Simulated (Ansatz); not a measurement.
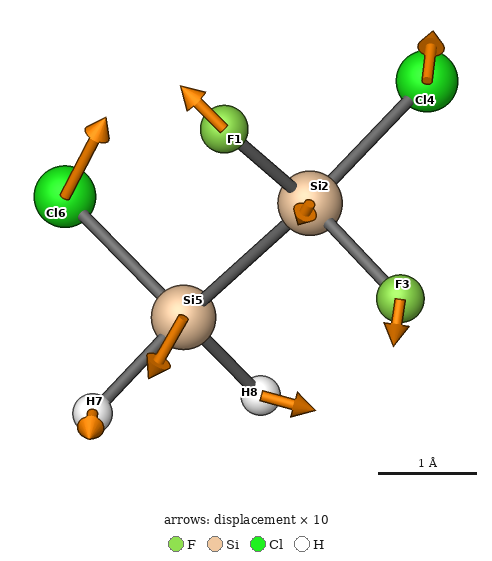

A relaxation of Si2H2Cl2F2 (coarse preliminary run). The starting structure is drawn; orange arrows show the displacements, magnified 10 times. The two geometries are superimposed by the best rigid fit.

Style: ball-and-stick. Shown from a free direction.

The start comes from a force field.

Computed with RKS PBE-D4/def2-SVP in Ansatz 0.2.0. Set-up: force threshold 0.03 eV/Å; at most 200 steps.

### Describe the change and its energy.

After 6 geometry steps the energy has fallen by 23.7 kJ/mol. The largest force component goes from 2 to 0.014 eV/Å. The largest move after the best rigid fit is that of Cl6, 0.11 Å. Largest moves by element: Cl 0.11 Å, Si 0.08 Å, F 0.06 Å, H 0.06 Å. Some distances before and after: F1–Si2 1.554 → 1.626 Å, Si2–Cl4 1.985 → 2.056 Å, Si2–Si5 2.298 → 2.340 Å, Si2–F3 1.596 → 1.628 Å. Among the angles between lasting bonds that change: Si2–Si5–Cl6 112.5° → 106.8°, H7–Si5–H8 105.2° → 110.2°, Cl6–Si5–H7 105.3° → 109.8°. The run took about 23 core-seconds on a shared host.
